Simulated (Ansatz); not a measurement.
# One shape, several levels: AlHF (SMILES [F][AlH])

Wanted: a comparison of 6 runs (U-wB97X/STO-3G, UPBE/STO-3G, UMP2/STO-3G, UCCSDT/STO-3G, UCCSD/STO-3G, UCCSD(T)/STO-3G) of AlHF. 

The calculation is run with Ansatz 0.2.0.

60 further runs of the same task are left out: 60 set aside as unsound or not needed.

### 1 The molecule

AlHF: 3 atoms, total charge 0, spin state doublet. As SMILES, `[F][AlH]`. The Al2–F1 distance was set to 4.140 Å, away from the relaxed value. At this shape a bond of the SMILES string is far longer than usual.

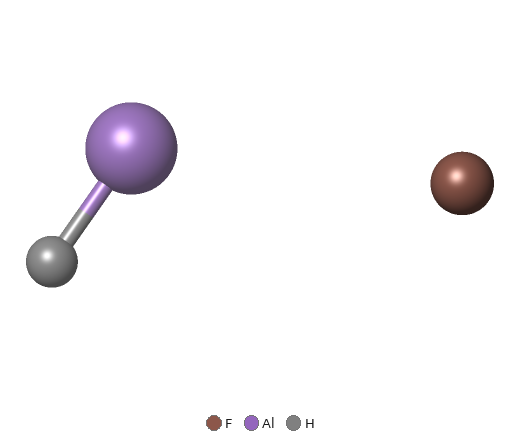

Viewed from a chosen angle; fluorine brown, aluminium purple, hydrogen grey.

### 2 A single-point energy at U-wB97X/STO-3G (run 1)

The input, input.yaml:

```yaml
crystal:
  periodic: [false, false, false]
  atoms:
    - {symbol: F, position_ang: [2.916525, 1.756011, 1.763265]}
    - {symbol: Al, position_ang: [-0.432500, 0.318000, -0.199500]}
    - {symbol: H, position_ang: [-0.485400, -1.276100, -0.399300]}
basis:
  gaussian:
    orbitals: STO-3G
hamiltonian:
  xc: {name: wB97X}
accuracy: high
total_charge: 0
magnetization:
  spin_polarized: true
  initial_magnetization: 1
```

Run with:

```
ansatz run input.yaml --threads 1 --pin off --max-ram 2610MiB --events-out events.jsonl --progress --plain --runs-dir runs
```

Log:

```text
Warning: RAYON_NUM_THREADS=1 ignored (pool sized by the plan → 1); use --threads N
Functional definition: wB97X
  name "wB97X"
  parameter omega = 0.3/bohr
  parameter cx = 0.157706
  parameter cx1 = 0.726479
  parameter cx2 = 1.04760
  parameter cx3 = -5.70635
  parameter cx4 = 13.2794
  parameter css1 = -4.33879
  parameter css2 = 18.2308
  parameter css3 = -31.7430
  parameter css4 = 17.2901
  parameter cos1 = 2.37031
  parameter cos2 = -11.3995
  parameter cos3 = 6.58405
  parameter cos4 = -3.78132
  exchange = spin_sum(e_x_unif_sr(omega)*poly(b97_u_x, 1 - cx, cx1, cx2, cx3, cx4)) + cx*exact_x_sr(omega)
      + exact_x_lr(omega)
  correlation = spin_sum(e_c_pw_same_spin*poly(b97_u_same, 1, css1, css2, css3, css4))
      + integral(e_c_pw_opposite_spin*poly(b97_u_opposite, 1, cos1, cos2, cos3, cos4))
217 factors; integrals over basis functions are off by at most 3.6e-8 eV
103 factors; integrals over basis functions are off by at most 7.6e-10 eV
mean field evaluation 1: about -9193.6557 eV, gradient 9.0e0 eV
mean field evaluation 2: about -8810.3935 eV, gradient 1.6e1 eV
mean field evaluation 4: about -9193.7137 eV, gradient 1.0e1 eV
mean field evaluation 8: about -9193.8491 eV, gradient 8.4e0 eV
mean field evaluation 16: about -9204.3649 eV, gradient 1.9e-3 eV
mean field evaluation 32: about -9204.3651 eV, gradient 8.7e-3 eV
mean field -9204.36490430 eV, -338.2541712905 hartree, gradient 2.5e-8 eV, S^2 0.750000; 3 other end points of the search recorded, 0 dependent functions left out
reference -9204.36490290 eV, -338.2541712389 hartree; 12, 11 occupied and 3, 4 virtual orbitals, 217 factors
Total energy: -9204.36490290 eV, -338.2541712389 hartree
```

Run time: 17 s. Hardware: 1 thread of AMD EPYC 9R14 (Zen 4), shared host; peak memory 0.35 GiB.

### 3 The energy at UPBE/STO-3G (run 2)

The input, run.yaml:

```yaml
crystal:
  periodic: [false, false, false]
  atoms:
    - {symbol: F, position_ang: [2.916525, 1.756011, 1.763265]}
    - {symbol: Al, position_ang: [-0.432500, 0.318000, -0.199500]}
    - {symbol: H, position_ang: [-0.485400, -1.276100, -0.399300]}
basis:
  gaussian:
    orbitals: STO-3G
accuracy: high
hamiltonian:
  xc: pbe
magnetization:
  spin_polarized: true
  initial_magnetization: 1
total_charge: 0
```

Run with:

```
ansatz run run.yaml --threads 1 --pin off --max-ram 2610MiB --events-out events.jsonl --progress --plain --runs-dir runs
```

Log:

```text
Warning: RAYON_NUM_THREADS=1 ignored (pool sized by the plan → 1); use --threads N
Functional definition: PBE
  name "PBE"
  parameter kappa = 0.804
  parameter beta = 0.06672455060314922
  exchange = pbe_x(kappa = kappa, mu = beta*pi^2/3)
  correlation = pbe_c(beta = beta)
217 factors; integrals over basis functions are off by at most 3.6e-8 eV
mean field evaluation 1: about -9186.0193 eV, gradient 1.4e1 eV
mean field evaluation 2: about -8801.2822 eV, gradient 1.8e1 eV
mean field evaluation 4: about -9186.2290 eV, gradient 1.6e1 eV
mean field evaluation 8: about -9186.8040 eV, gradient 1.2e1 eV
mean field evaluation 16: about -9197.7153 eV, gradient 2.0e-2 eV
mean field evaluation 32: about -9189.3060 eV, gradient 1.2e1 eV
mean field evaluation 64: about -9197.6134 eV, gradient 1.4e-6 eV
mean field evaluation 96: about -9197.7154 eV, gradient 1.4e-2 eV
mean field -9197.71614468 eV, -338.0098338811 hartree, gradient 7.1e-8 eV, S^2 0.750040; 7 other end points of the search recorded, 0 dependent functions left out
reference -9197.71614627 eV, -338.0098339395 hartree; 12, 11 occupied and 3, 4 virtual orbitals, 217 factors
Total energy: -9197.71614627 eV, -338.0098339395 hartree
```

It took 3.9 s on 1 thread of AMD EPYC 9R14 (Zen 4), shared host; peak memory 0.14 GiB.

### 4 A single-point energy at UMP2/STO-3G (run 3)

The input, in.yaml:

```yaml
crystal:
  periodic: [false, false, false]
  atoms:
    - {symbol: F, position_ang: [2.916525, 1.756011, 1.763265]}
    - {symbol: Al, position_ang: [-0.432500, 0.318000, -0.199500]}
    - {symbol: H, position_ang: [-0.485400, -1.276100, -0.399300]}
basis:
  gaussian: {orbitals: STO-3G}
magnetization: {spin_polarized: true, initial_magnetization: 1}
correlation: {method: mp2, frozen_orbitals: {Al: 5, F: 1, H: 0}}
accuracy: high
```

Run with:

```
ansatz run in.yaml --threads 1 --pin off --max-ram 2610MiB --events-out events.jsonl --progress --plain --runs-dir runs
```

Log, shortened:

```text
Warning: RAYON_NUM_THREADS=1 ignored (pool sized by the plan → 1); use --threads N
Functional definition: HF
  name "HF"
[...]
217 factors; integrals over basis functions are off by at most 3.6e-8 eV
[...]
mean field -9183.42036226 eV, -337.4844735671 hartree, gradient 8.8e-9 eV, S^2 0.750000; 12 other end points of the search recorded, 0 dependent functions left out
6 core orbitals not correlated: weight in the atoms' cores, before any rotation towards them, 1.000 or more for the frozen orbitals, at most 0.000 for the correlated occupied ones
reference -9183.42036226 eV, -337.4844735671 hartree; 6, 5 occupied and 3, 4 virtual orbitals, 217 factors
second order -0.69967937 eV of doubles, -0.00000000 eV of singles
Total energy: -9184.12004163 eV, -337.5101863097 hartree
```

Wall time 0.22 s (1 thread of AMD EPYC 9R14 (Zen 4), shared host).

Runs 4 to 5 aren't shown in full; the table further down has their settings and results.

### 5 A single-point energy at UCCSD(T)/STO-3G (run 6)

run.yaml: that of step 3 with these lines changed.

```diff
@@ -9,5 +9,2 @@
     orbitals: STO-3G
-accuracy: high
-hamiltonian:
-  xc: pbe
 magnetization:
@@ -15,2 +12,7 @@
   initial_magnetization: 1
-total_charge: 0
+correlation:
+  method: ccsd_t
+  frozen_orbitals: {Al: 5, F: 1, H: 0}
+accuracy: high
+scf:
+  omitted_lower_state_checks: [cluster_reference, increment]
```

Run with:

```
ansatz run run.yaml --threads 1 --pin off --max-ram 2610MiB --events-out events.jsonl --progress --plain --runs-dir runs
```

Log:

```text
Warning: RAYON_NUM_THREADS=1 ignored (pool sized by the plan → 1); use --threads N
[... 17 lines left out ...]
6 core orbitals not correlated: weight in the atoms' cores, before any rotation towards them, 1.000 or more for the frozen orbitals, at most 0.000 for the correlated occupied ones
[... 54 lines left out ...]
Total energy: -9184.58272059 eV, -337.5271894481 hartree
Checks for a lower state left out: cluster_reference, increment
```

Run time: 0.38 s. Hardware: 1 thread of AMD EPYC 9R14 (Zen 4), shared host.

### 6 Overview of the runs

```
run            level  frozen core orbitals  energy (Eh)   ⟨S²⟩  wall time
  1   U-wB97X/STO-3G                     –  -338.254171  0.750       17 s
  2      UPBE/STO-3G                     –  -338.009834  0.750      3.9 s
  3      UMP2/STO-3G                     6  -337.510186  0.750     0.22 s
  4    UCCSDT/STO-3G                     6  -337.527192  0.750     0.84 s
  5     UCCSD/STO-3G                     6  -337.527172  0.750     0.36 s
  6  UCCSD(T)/STO-3G                     6  -337.527189  0.750     0.38 s
```

### 7 What came out

| quantity | value |
| --- | --- |
| run 6: total energy | -337.52719 Eh |
| run 6: correlation energy (6 core orbitals frozen) | -42.7 mEh |
| run 6: (T) correction | -0.02 mEh |
| run 6: ⟨S²⟩ of the reference determinant | 0.750 |
| run 6: T1 diagnostic | 0.006 |

In words: Totals of different functionals can't be ranked against each other. In runs 1, 2, 3, 4, 5, 6 the basis is minimal, so the values are rough. All runs together took 23 s, the longest 17 s.
